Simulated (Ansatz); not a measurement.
**CH₃GeNO: an energy map over bond length O1–C2 and angle O1–C2–Ge4**

A grid of calculations on CH₃GeNO, SMILES O[C]1=[N][GeH2]1, to see where the energy is lowest and how it rises around there.

Method: RKS PBE0-D4/def2-TZVP; program: Ansatz 0.2.0.

## Step 1: The system as given

SMILES `O[C]1=[N][GeH2]1`, 7 atoms, charge 0, spin multiplicity 1.

Atoms are counted from 1 here; the program's logs count them from 0.

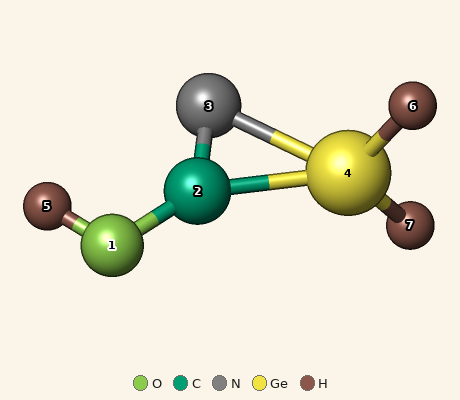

As it starts; oxygen green, carbon teal, nitrogen grey, germanium yellow, hydrogen brown; atoms are numbered from 1 in the order of the file.

Geometry (Å):

```csv
atom,x (Å),y (Å),z (Å)
O1,1.6814,-0.7272,0.7061
C2,0.4779,-0.3859,0.2445
N3,-0.6267,-1.0127,0.0942
Ge4,-0.7033,0.8872,-0.4821
H5,1.6205,-1.6781,0.9643
H6,-1.5610,1.7800,0.4336
H7,-0.8277,1.0687,-2.0062
```

This geometry comes from a loose relaxation at PBE in a small basis, which is not shown.

## Step 3: Setting up the map

First coordinate, bond length O1–C2: 9 values from 1.086 to 1.986 Å. Second coordinate, angle O1–C2–Ge4: 9 values from 108.2 to 179.0 °.

Nothing else is relaxed (all other coordinates rigid). Energies count from the relaxed molecule at the same level. Points are written as (first, second).

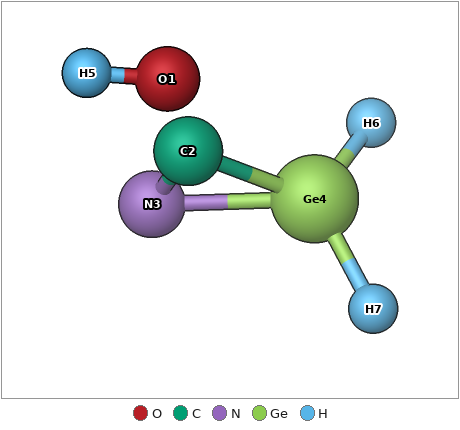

The geometry at (1.649 Å, 134.7°).

(The set-up runs are not shown.)

## Step 4: Point (1.311 Å, 152.4°)

Contents of input.yaml:

```yaml
crystal:
  periodic: [false, false, false]
  atoms:
    - { symbol: O, position_ang: [1.672158, -0.711708, 0.698358] }
    - { symbol: C, position_ang: [0.488475, -0.377121, 0.244851] }
    - { symbol: "N", position_ang: [-0.60009, -1.002958, 0.099856] }
    - { symbol: Ge, position_ang: [-0.717313, 0.844427, -0.473829] }
    - { symbol: H, position_ang: [1.629364, -1.647332, 0.958133] }
    - { symbol: H, position_ang: [-1.525522, 1.772148, 0.426926] }
    - { symbol: H, position_ang: [-0.801681, 1.070865, -1.979432] }
basis:
  gaussian: { orbitals: def2-TZVP }
hamiltonian:
  xc: pbe0
  dispersion: d4
output:
  forces: true
```

Started as:

```console
> ansatz run input.yaml --threads 1 --pin off --max-ram 2560MiB --backend cpu --events-out ev --progress --plain --runs-dir out
```

Further runs follow: the other points that were computed.

**Question.** What will these runs give? Wanted: lowest point; highest computed point; dipole moment.

**Answer**, as computed:

| quantity | value |
| --- | --- |
| lowest point | (1.311 Å, 152.4°), 0.10 kcal/mol |
| highest computed point | (1.086 Å, 108.2°), 102 kcal/mol above the lowest |
| dipole moment (D) | 0.68 at (1.761 Å, 108.2°) to 5.24 at (1.986 Å, 179.0°); 1.06 at the lowest point |
| time for the whole task | 8.3 min on 1 thread, shared host |

In words: The lowest computed point is at (1.311 Å, 152.4°), 0.10 kcal/mol from the relaxed molecule at the same level. The grid is coarse, so the lowest point of the scanned range may lie between grid points; coordinates that were held can hide deeper minima. No other kind of well shows on this grid. The highest computed point, (1.086 Å, 108.2°), lies 102 kcal/mol above the lowest. Round the minimum the two coordinates are nearly uncoupled.
